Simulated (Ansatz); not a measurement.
# Molecular dynamics, with input and output: CH10ClNSi2 (part 2 of 2)

Continued. System: CH10ClNSi2. Method: UKS r2SCAN-D4/STO-3G (Ansatz 0.2.0). The run did not end well. It belongs to a series of runs on one base structure; here: dynamics from the start.

Geometry of the input (Å):
```
Si -0.7021  0.7319  -1.0497
Si -0.2086  -1.8083  -0.8747
H  0.2282  1.4945  -1.8808
H  -1.5276  1.4391  -0.0763
Cl -2.2142  0.4934  -2.5006
H  0.8520  -0.5595  0.0433
N  0.8315  0.7163  0.4291
C  0.4799  0.8552  1.8228
H  -1.4533  -2.4284  -0.4241
H  0.0783  -2.2879  -2.2236
H  0.8137  -2.5098  -0.0459
H  1.7088  1.1834  0.2269
H  0.2272  1.8959  2.0408
H  1.2845  0.5437  2.4938
H  -0.3984  0.2405  2.0190
```

**Log, continued**
```
md step    97: t =    48.50 fs  T =  1372.1 K  F+E_penalty+E_count = -30613.76398895 eV  E_kin = 2.305637 eV  conserved = -30611.45835204 eV  (28 SCF iters, 3 dispersion substeps)
these checks for a lower state are left out or cut short: starts, cluster_reference, orbital_swaps, neighbouring_geometries, increment
638 factors; integrals over basis functions are off by at most 2.5e-5 eV
mean field -30613.62232561 eV, -1125.0298698076 hartree, gradient 2.1e-5 eV, S^2 0.000000; 0 other end points of the search recorded, 0 dependent functions left out
the calculation of the forces begins
reference -30613.62233417 eV, -1125.0298701222 hartree; 34, 34 occupied and 13, 13 virtual orbitals, 638 factors
md step    98: t =    49.00 fs  T =  1344.9 K  F+E_penalty+E_count = -30613.71424807 eV  E_kin = 2.260023 eV  conserved = -30611.45422507 eV  (28 SCF iters, 3 dispersion substeps)
these checks for a lower state are left out or cut short: starts, cluster_reference, orbital_swaps, neighbouring_geometries, increment
638 factors; integrals over basis functions are off by at most 2.4e-5 eV
mean field evaluation 768: about -30613.4888 eV, gradient 2.2e-5 eV
```

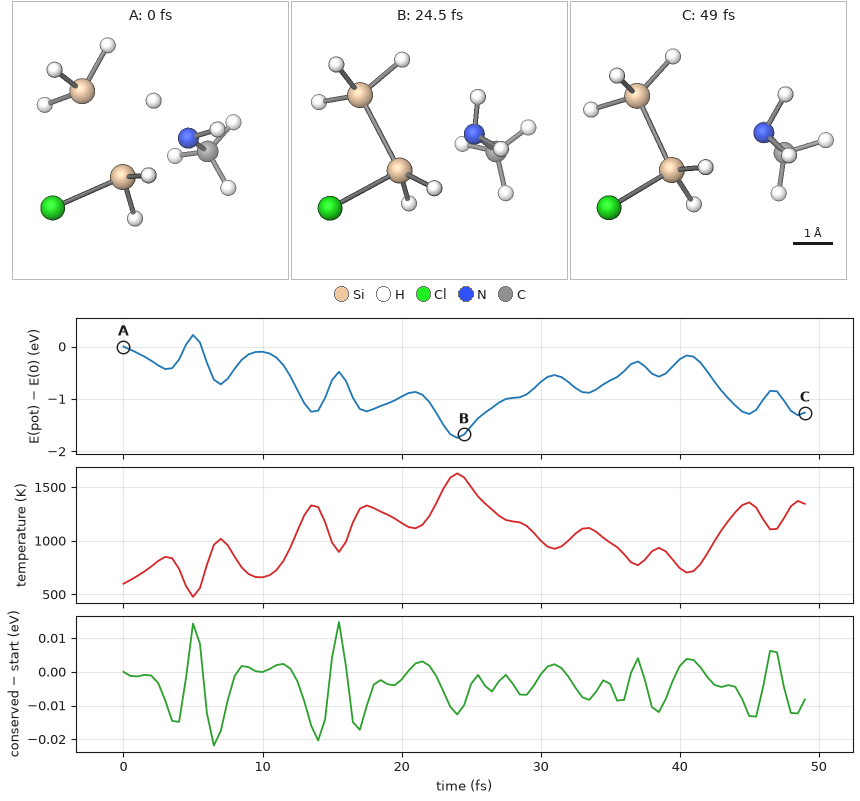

Fig. 1: Frames of the molecular dynamics (ball-and-stick, seen at a tilt) above the curves, on which the letters mark them. The trajectory kept here has 99 frames over 49 fs. The temperature starts at 600 K, ranges from 477 to 1629 K and averages 1084 K over the second half. The potential energy ends 1.260 eV below its first value. The conserved quantity stays within 0.037 eV. After an unweighted best fit of the last frame on the first, the root-mean-square displacement is 0.65 Å, and H6 has moved furthest (1.60 Å).

```
mean field -30613.48875356 eV, -1125.0249611255 hartree, gradient 2.2e-5 eV, S^2 0.000000; 0 other end points of the search recorded, 0 dependent functions left out
the calculation of the forces begins
reference -30613.48876215 eV, -1125.0249614409 hartree; 34, 34 occupied and 13, 13 virtual orbitals, 638 factors
638 factors; integrals over basis functions are off by at most 2.4e-5 eV
Unfinished report: {"positions_ang":[[-0.8509999798205954,0.38897604585611395,-0.9975249880581205],[-0.38089952657025167,-1.7470401561853603,-1.0156251725486019],[0.21988814092880068,1.2002579078221467,-1.59314090196051],[-1.4458450976561514,1.0544846287046377,0.2192300428834758],[-2.2132750406131536,0.5189136823826894,-2.645008301881038],[2.30381047374747,0.48094024835060484,0.6654588227152044],[1.1772181730495712,0.8383063003547244,0.6292544348703563],[0.685933727463487,1.1066879724797898,2.092851680793036],[-1.6889825522383082,-2.3867466103728114,-0.9474233249598325],[0.0745058051403653,-2.0511328215585083,-2.3604318497806704],[0.678327625198507,-2.196917619401933,-0.02444527117262028],[1.4838786194316196,1.8702248511536048,0.3579711716322719],[-0.19364488128852902,1.7438807483888867,2.2481751238986325],[1.5839259638336463,1.4372793399721813,2.696607976847318],[0.4552271491862477,0.11767398131334805,2.463348859785943]],"unchecked":["starts","cluster_reference","orbital_swaps","neighbouring_geometries","increment"],"mean_field":{"relativity":"none","state":{"energy":{"ev":-30613.62233416957,"hartree":-1125.0298701222248},"converged":true,"gradient_ev":0.00002071214825565434,"stability":{"kind":"minimum","curvature_ev":16.96653480696956},"curvature_floor_ev":0.00030000000000000003,"spin_squared":0.0},"others":[],"fillings":{"estimated":0,"unestimated":0,"tried":0,"untried":0,"excluded_magnetic_sites":0},"n_dropped_functions":0,"n_trapped_functions":0,"passes":{"evaluations":4,"products":24},"factors":{"origin":"Cholesky decomposition","count":638,"bound_ev":0.00002527935912190789},"gradient_stop_ev":0.00009,"reference_kind":"stationary","functional":{"name":"r2SCAN","citations":["Furness, Kaplan, Ning, Perdew & Sun, J. Phys. Chem. Lett. 11, 8208 (2020) doi:10.1021/acs.jpclett.0c02405","Furness, Kaplan, Ning, Perdew & Sun, J. Phys. Chem. Lett. 11, 9248 (2020) doi:10.1021/acs.jpclett.0c03077"],"text":"name \"r2SCAN\"\ncite \"Furness, Kaplan, Ning, Perdew & Sun, J. Phys. Chem. Lett. 11, 8208 (2020) doi:10.1021/acs.jpclett.0c02405\"\ncite \"Furness, Kaplan, Ning, Perdew & Sun, J. Phys. Chem. Lett. 11, 9248 (2020) doi:10.1021/acs.jpclett.0c03077\"\nparent r2scan\nparameter k0 = 0.174\nparameter k1 = 0.065\nparameter a1 = 4.9479\nexchange = r2scan_x(k0 = k0, k1 = k1, a1 = a1)\ncorrelation = r2scan_c\n","parameters":{"a1":{"value":4.9479,"default":4.9479},"k0":{"value":0.174,"default":0.174},"k1":{"value":0.065,"default":0.065}},"final_grid":{"core_spheres":27.0,"valence_spheres":18.0,"degree":36.0},"final_grid_parameter_source":"default","radial_points_factor":1.0,"radial_grid_error_ev":0.00004202825166463307,"grid_sensitivity":"normal","grid_sensitivity_ratio":0.004213694444324409},"unsmoothed_excess_ev":-8.560284468784284e-6,"symmetry":{"irreps":["A"],"axes":[[0.9935723645610226,0.10632015553192689,-0.03885847279918626],[-0.10493886565329061,0.9938263843328365,0.03601322367300058],[0.04244750706483066,-0.03170397974368233,0.99859554716231]],"occupied":[{"A":34},{"A":34}]},"held":{"pivots":638,"left_out":0,"joined":0},"density_repulsion":{"missed_ev":0.000011638121192726703,"excess_ev":1.1910378450007914e-6,"most_excess_ev":0.0001836,"are_drawn_again":false,"n_first_factors":638,"energy_change_ev":0.0,"n_dropped_ends":0}},"factors":{"origin":"Cholesky decomposition","count":638,"bound_ev":0.00002527935912190789},"n_frozen":0,"n_occupied":[34,34],"n_virtual":[13,13],"reference":{"ev":-30613.62233416957,"hartree":-1125.0298701222248},"dispersion":{"energy":{"ev":-0.0919224604771492,"hartree":-0.003378088115253669},"switches_in_reach":[]},"total":{"ev":-30613.714256630046,"hartree":-1125.03324821034},"forces_ev_per_angstrom":[[0.9816094258193607,2.3810432665633736,0.4860259749866091],[0.737265197809142,-1.5630589124046603,0.3695404652630535],[-0.5673719273956754,-0.14278210223619944,0.19611091455210464],[0.2253555245273894,-0.6406162529539673,-1.2705067486671384],[-0.5042586925847496,0.06727897394786639,0.17462374469839248],[-3.6130875087741754,0.40227322482253375,0.8247538455207432],[2.85172021594954,1.9700509897229193,-0.4178814602863129],[3.154137956112902,-1.1211440581178505,0.38508102129685917],[0.4756081422595162,-0.31232918568143025,0.4809391348389962],[0.1877281825909842,0.039978789156160786,0.22228660880252216],[-1.3724774515302849,0.31308938962145516,-0.9167323551199713],[-0.9548126833094089,-1.2461574168452636,-0.09871779112971267],[0.11214804540220502,0.3968237517099865,-0.7664675847861995],[-1.2012765575888076,0.25638673149171043,-0.2191150685648708],[-0.5122878693034864,-0.8008371888241926,0.5500592985550492]],"charge_distribution":{"dipole_moment_e_ang":[0.8331342532040826,0.08801467684713747,0.996359979466551],"mulliken_charges_e":[0.5208483757397673,0.37936588677400174,-0.11557606062418113,-0.10534162194083696,-0.4062482431113956,0.13535887859338258,-0.3114874485037529,-0.176064088767248,-0.11102217550940141,-0.11226955814203565,-0.10756904402721523,0.14368299187549194,0.10186460875248782,0.0749285573577575,0.08952894153319435],"lowdin_charges_e":[0.4765281330568296,0.35302942813306615,-0.11456786594502555,-0.10211452020736189,-0.35970131400085137,0.0995300470837851,-0.20994586414684413,-0.08970678892587358,-0.10524637563635708,-0.10658418433601513,-0.10101487808409337,0.10046535969136516,0.06460394952275539,0.04271671148040301,0.05200816231427163]},"n_threads":1,"memory_gib":1.7045454550534487,"seconds":{"hamiltonian":8.522115203,"orbitals":0.0,"second_order":0.0,"solver_start":0.0,"cycles":0.0,"cycle":0.0,"perturbative":0.0,"full_ci_increment":0.0,"forces":0.0}}
Error: SIGTERM received: run cancelled behind 784 evaluations of the mean field
```

**Trajectory as extended XYZ (Å, eV, eV/Å), 7 of the 99 frames kept, from step=0 to step=98**
```
15
Properties=species:S:1:pos:R:3:forces:R:3 step=0 time_fs=0.0 energy=-30612.45424 temperature=600.0
Si   -0.7021    0.7319   -1.0497    1.3758  -1.2697   0.9687
Si   -0.2086   -1.8083   -0.8747   -0.7167   0.7507  -0.4410
H     0.2282    1.4945   -1.8808   -0.1927  -0.0482   0.2382
H    -1.5276    1.4391   -0.0763    0.1702  -0.0351  -0.1092
Cl   -2.2142    0.4934   -2.5006   -0.9513  -0.3188  -0.9320
H     0.8520   -0.5595    0.0433    0.6209   4.5840   1.9041
N     0.8315    0.7163    0.4291   -1.6884  -5.5833  -3.4677
C     0.4799    0.8552    1.8228   -0.1668   0.1143   1.5473
H    -1.4533   -2.4284   -0.4241    0.2678   0.1642  -0.1313
H     0.0783   -2.2879   -2.2236   -0.0930   0.1524   0.2775
H     0.8137   -2.5098   -0.0459   -0.3304   0.4657  -0.2531
H     1.7088    1.1834    0.2269    1.9499   0.9302  -0.3253
H     0.2272    1.8959    2.0408   -0.1413   0.4843   0.1498
H     1.2845    0.5437    2.4938    0.3406  -0.1237   0.4095
H    -0.3984    0.2405    2.0190   -0.4446  -0.2670   0.1644
15
Properties=species:S:1:pos:R:3:forces:R:3 step=16 time_fs=8.0 energy=-30612.87613 temperature=850.4
Si   -0.7135    0.7072   -1.0125   -0.5563  -1.7866   0.8084
Si   -0.2211   -1.8355   -0.8896   -0.7363   2.3716   1.2112
H     0.0746    1.6311   -1.8050    0.1890   0.0633   0.2513
H    -1.6416    1.2677    0.0563    1.2138  -0.4303  -0.9782
Cl   -2.2105    0.5015   -2.5339   -0.6659  -0.2599  -0.5272
H     1.1216   -0.3786    0.1446   -1.2828   3.3105   1.5969
N     0.8379    0.7488    0.3828   -1.0916  -5.2309   0.4871
C     0.5166    0.8975    1.8699   -2.5791  -1.4228  -0.4457
H    -1.4699   -2.3745   -0.4337   -0.4027  -0.2457  -0.2455
H     0.0341   -2.1737   -2.2330    0.2695  -0.6949  -0.8757
H     0.7109   -2.5639    0.0405   -0.1891   0.9431  -0.8026
H     1.7689    1.0785    0.3964    3.6751   2.6559  -1.0698
H     0.1662    1.9288    2.0744    0.2327  -0.2053  -0.1289
H     1.3848    0.6363    2.4440    0.9670  -0.0790   0.9212
H    -0.3227    0.1666    2.1189    0.9568   1.0113  -0.2027
15
Properties=species:S:1:pos:R:3:forces:R:3 step=33 time_fs=16.5 energy=-30613.43098 temperature=1172.4
Si   -0.7200    0.6318   -0.9732    1.4426  -2.6727  -1.6181
Si   -0.2638   -1.8093   -0.9073   -2.0886   2.5636  -2.8435
H    -0.0146    1.7461   -1.5625    0.2008  -0.1338  -0.3155
H    -1.4785    1.0882    0.0833   -1.3487   0.5519   1.4372
Cl   -2.2186    0.5055   -2.5783   -0.0614  -0.0075   0.2400
H     1.2847   -0.0974    0.5865    3.1950  -5.6574  -0.7518
N     0.9203    0.7637    0.3839   -4.3603   2.7317   2.6738
C     0.5407    0.9101    1.9209   -1.8936   1.5037  -0.9582
H    -1.5555   -2.3994   -0.6057    0.2958  -0.1411   0.3186
H     0.0555   -2.2932   -2.2752   -0.0102   0.3246   0.9127
H     0.7379   -2.2600   -0.0574    1.1509  -0.4908   1.2489
H     1.6871    1.3910    0.1341    1.2743   1.0948   0.0876
H     0.1677    1.9497    2.0645   -0.2079  -0.5293   0.0941
H     1.4329    0.8188    2.5234    0.8468  -0.4312   0.5556
H    -0.2690    0.1447    2.2525    1.5646   1.2936  -1.0814
15
Properties=species:S:1:pos:R:3:forces:R:3 step=49 time_fs=24.5 energy=-30614.13016 temperature=1591.5
Si   -0.7159    0.5185   -0.9471   -0.9502   0.7516  -0.0228
Si   -0.3275   -1.7358   -0.9495    1.4257  -0.5466   0.5309
H    -0.0213    1.7129   -1.4514   -0.0477  -0.7100  -0.1992
H    -1.5446    0.9401    0.2146    0.3353  -0.3699  -0.8231
Cl   -2.2276    0.5086   -2.6166    0.4008   0.0143   0.7560
H     1.7302    0.0902    0.4193    2.9541  -3.1681   0.3864
N     0.9899    0.7318    0.4891   -1.9912   6.5343  -1.3644
C     0.5905    0.9950    1.9270   -1.2977  -2.3131   0.4210
H    -1.5185   -2.5119   -0.6003    0.3696   0.3912   0.2452
H     0.1624   -2.3726   -2.1640   -0.1366   0.4953  -0.0369
H     0.8213   -1.9638    0.0132   -1.3578  -0.0487  -0.6378
H     1.4929    1.6684    0.1222   -1.2253  -2.0996   0.9072
H     0.0249    1.9416    2.1029    0.5463  -0.3863  -0.6360
H     1.4356    0.8933    2.6210    0.2445   0.2784   0.1742
H    -0.1214    0.1243    2.1258    0.7302   1.1772   0.2993
15
Properties=species:S:1:pos:R:3:forces:R:3 step=65 time_fs=32.5 energy=-30613.24332 temperature=1066.8
Si   -0.7272    0.4110   -0.9318   -2.5500   2.6478  -0.5219
Si   -0.3741   -1.6682   -0.9923    1.6133  -2.3820   1.9210
H     0.0553    1.4576   -1.5071    0.2914   0.3086  -0.1662
H    -1.6472    0.7150    0.2015    0.8745   0.2029  -0.6802
Cl   -2.2302    0.5120   -2.6422    0.5048  -0.0273   0.9402
H     2.0877    0.3521    0.3840   -1.7062   0.4442   1.1859
N     1.0634    0.7370    0.5629    1.2548   5.2017  -3.8271
C     0.6395    1.0163    1.9576    0.5305  -0.1369   1.6932
H    -1.4079   -2.4851   -0.4540   -0.8322  -0.1492  -0.2843
H     0.2160   -2.2243   -2.1372    0.3001  -0.4069  -1.0562
H     0.5956   -1.7823    0.0876    0.2037  -0.3917  -0.3172
H     1.1828    1.9007    0.2179    0.2852  -4.6881   0.6996
H     0.0350    1.9372    1.8962    0.0517  -0.1430   0.4600
H     1.4490    1.1140    2.7249   -0.2890   0.1781  -0.5509
H    -0.0069    0.2026    2.2633   -0.5326  -0.6581   0.5040
15
Properties=species:S:1:pos:R:3:forces:R:3 step=82 time_fs=41.0 energy=-30612.64767 temperature=717.2
Si   -0.7805    0.3601   -0.9460   -0.1237   3.0829  -3.2344
Si   -0.3883   -1.6656   -1.0108    0.1873  -4.1709  -1.0776
H     0.1822    1.2255   -1.5772   -0.1361   0.4015   0.0792
H    -1.5360    0.7217    0.1446   -0.9606   1.0887   1.6370
Cl   -2.2237    0.5154   -2.6516    0.2884   0.0248   0.9235
H     2.2024    0.4817    0.8187   -2.2812   0.8517  -1.7049
N     1.1343    0.8052    0.5689    2.0044   1.6708  -0.1355
C     0.6678    1.0107    2.0492    1.8295   4.7085  -1.6063
H    -1.5630   -2.4043   -0.5531    0.2326   0.0197  -0.6269
H     0.2173   -2.0891   -2.2996   -0.5926   0.0467   0.8947
H     0.5139   -1.8578    0.0259    1.3793  -0.6431   1.0648
H     1.2289    1.9214    0.0209    0.2792  -4.1168   3.0520
H     0.0155    1.8780    1.9430   -0.7872   0.2206   0.4928
H     1.5047    1.3997    2.6878   -0.4456  -0.7557  -0.2345
H     0.1264    0.2558    2.5342   -0.8738  -2.4296   0.4762
15
Properties=species:S:1:pos:R:3:forces:R:3 step=98 time_fs=49.0 energy=-30613.71425 temperature=1344.9
Si   -0.8510    0.3890   -0.9975    0.9816   2.3810   0.4860
Si   -0.3809   -1.7470   -1.0156    0.7373  -1.5631   0.3695
H     0.2199    1.2003   -1.5931   -0.5674  -0.1428   0.1961
H    -1.4458    1.0545    0.2192    0.2254  -0.6406  -1.2705
Cl   -2.2133    0.5189   -2.6450   -0.5043   0.0673   0.1746
H     2.3038    0.4809    0.6655   -3.6131   0.4023   0.8248
N     1.1772    0.8383    0.6293    2.8517   1.9701  -0.4179
C     0.6859    1.1067    2.0929    3.1541  -1.1211   0.3851
H    -1.6890   -2.3867   -0.9474    0.4756  -0.3123   0.4809
H     0.0745   -2.0511   -2.3604    0.1877   0.0400   0.2223
H     0.6783   -2.1969   -0.0244   -1.3725   0.3131  -0.9167
H     1.4839    1.8702    0.3580   -0.9548  -1.2462  -0.0987
H    -0.1936    1.7439    2.2482    0.1121   0.3968  -0.7665
H     1.5839    1.4373    2.6966   -1.2013   0.2564  -0.2191
H     0.4552    0.1177    2.4633   -0.5123  -0.8008   0.5501
```

**Outcome**

```csv
quantity,value
outcome,stopped at the time limit
mean temperature over the second half,1084 K
trajectory,"98 steps, 49 fs"
ensemble,nve
temperature in the input,600.0 K
time step,0.5 fs
hardware,"1 thread of Arm Neoverse V2, 24 GiB of memory available, shared host"
wall time,15 min
peak memory,0.21 GiB
```

**Diagnosis**

The run was cut off by its time limit, so the output is incomplete.
